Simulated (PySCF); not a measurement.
Consider H8P4Si.

```yaml
atoms:
  - { symbol: P, position_ang: [-1.5412, -1.8504, 0.1407] }
  - { symbol: Si, position_ang: [-0.1093, -0.0930, -0.1056] }
  - { symbol: P, position_ang: [-1.0640, 1.6013, -1.3077] }
  - { symbol: P, position_ang: [1.6129, -0.8540, -1.4026] }
  - { symbol: P, position_ang: [0.4029, 0.5857, 2.0299] }
  - { symbol: H, position_ang: [-1.8898, -1.8559, -1.1970] }
  - { symbol: H, position_ang: [-2.6135, -1.0437, 0.4761] }
  - { symbol: H, position_ang: [-0.1055, 2.5352, -0.9479] }
  - { symbol: H, position_ang: [-1.8982, 1.9811, -0.2692] }
  - { symbol: H, position_ang: [2.5084, 0.1055, -0.9577] }
  - { symbol: H, position_ang: [2.0381, -1.7725, -0.4571] }
  - { symbol: H, position_ang: [1.0910, -0.5782, 2.3372] }
  - { symbol: H, position_ang: [1.5638, 1.2395, 1.6431] }
```

Geometry: GFN2-xTB.

Level of theory: CAM-B3LYP/pcSseg-1, SCF density, in a chloroform solvent model, non-relativistic (PySCF 2.14.0).

> What will maps of the electron density and electron localisation function show?

Si–P (2.29 Å): ρ is about 0.71 e/Å³ halfway, with its minimum of 0.64 e/Å³ about 0.8 Å from Si; the ELF peaks at about 0.95 between the atoms: localised, covalent bonding.
P–H (1.39 Å): the density is about 1.1 e/Å³ at the midpoint; the ELF climbs to about 1 towards the hydrogen, as it does in any bond to H.

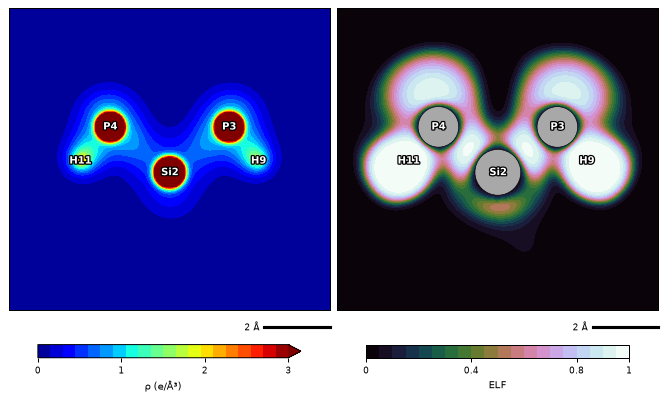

Computed electron density and electron localisation function on the plane of atoms P3, Si2 and P4, in this order. Grey discs cover the atomic cores in the ELF map. 
